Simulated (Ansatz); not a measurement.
**C2H7InO (SMILES C[O][InH][CH3]): density, localisation and related maps**

The calculation's input:

```
crystal:
  periodic: [false, false, false]
  atoms:
    - {symbol: C, position_ang: [1.065506, -0.870576, -2.202014]}
    - {symbol: C, position_ang: [1.981735, 0.791230, 2.166718]}
    - {symbol: In, position_ang: [0.812994, -0.408538, 0.801171]}
    - {symbol: O, position_ang: [1.586536, -0.220174, -1.075154]}
    - {symbol: H, position_ang: [1.832762, -1.531527, -2.675111]}
    - {symbol: H, position_ang: [0.171150, -1.514232, -1.998832]}
    - {symbol: H, position_ang: [0.756798, -0.133916, -2.983899]}
    - {symbol: H, position_ang: [-0.565783, -1.469898, 0.814796]}
    - {symbol: H, position_ang: [2.767406, 1.306311, 1.583276]}
    - {symbol: H, position_ang: [2.449253, 0.146824, 2.936005]}
    - {symbol: H, position_ang: [1.337752, 1.537693, 2.670148]}
basis:
  gaussian: {orbitals: def2-TZVPD}
magnetization: {spin_polarized: false}
hamiltonian: {xc: pbe0}
output: {forces: true, orbitals: {seedname: orbitals}}
```

Run with:

```sh
ansatz run input.yaml --threads 2 --pin off --max-ram 4350MiB --events-out events.jsonl --progress --plain --runs-dir runs
```

Geometry: PBE-D3(BJ)/def2-SVP; core potentials replace the inner electrons of In.

All numbers below come from isolated molecule in a Gaussian basis; Kohn-Sham density functional theory, functional PBE0 (Ansatz 0.2.0).

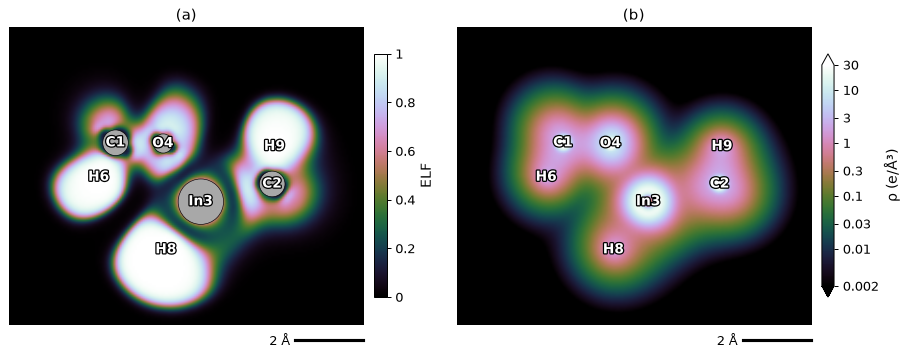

Figure 1. (a) electron localisation function; (b) electron density on the plane of atoms O4, In3 and H8. Grey discs cover the atomic cores in the ELF map.

### Interpret the plot.

- Atoms in the plane: C, In, O and H.
- C–O (1.40 Å): ρ is about 2.1 e/Å³ halfway, with its minimum of 1.8 e/Å³ about 0.5 Å from C; the ELF peaks at about 0.85 between the atoms: a polar covalent bond.
- In–O (2.04 Å): ρ at the midpoint is about 0.68 e/Å³; the ELF peaks at about 0.85 in the valence shell of O, 0.6 Å from its nucleus, and drops to about 0.15 between the two atoms.
- C–In (2.16 Å): ρ at the midpoint is about 0.67 e/Å³; the ELF peaks at about 0.90 in the valence shell of C, 0.7 Å from its nucleus, and drops to about 0.20 between the two atoms.
- C–H (1.11 Å): ρ at the midpoint is about 1.9 e/Å³; the ELF climbs to about 1 towards the hydrogen, as it does in any bond to H (an ordinary covalent bond to hydrogen).
- In–H (1.74 Å): ρ at the midpoint is about 1.1 e/Å³; the ELF climbs to about 1 towards the hydrogen.
- The ELF also peaks beside O4, away from the bonds: lone-pair regions.

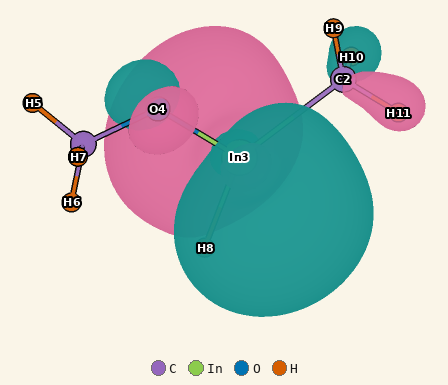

Figure 2. The LUMO at ±0.08 Å⁻³ᐟ² (teal and pink are the two phases), seen at a tilt.

### Describe this orbital and give its energy.

Its weight (Hirshfeld) is mainly on In3 (about 80 %). Its energy is −1.26 eV.

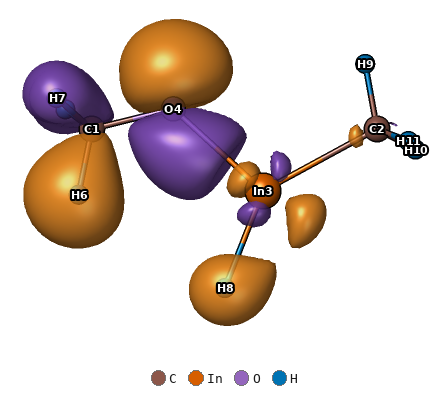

Figure 3. The HOMO−1 at ±0.1 Å⁻³ᐟ² (orange and purple are the two phases), seen across its widest extent.

### Describe this orbital and give its energy.

By Hirshfeld shares it lies mainly on O4 (about 55 %), C1 (about 15 %), In3 (about 10 %) and H6 (about 10 %). Its energy is −7.26 eV.
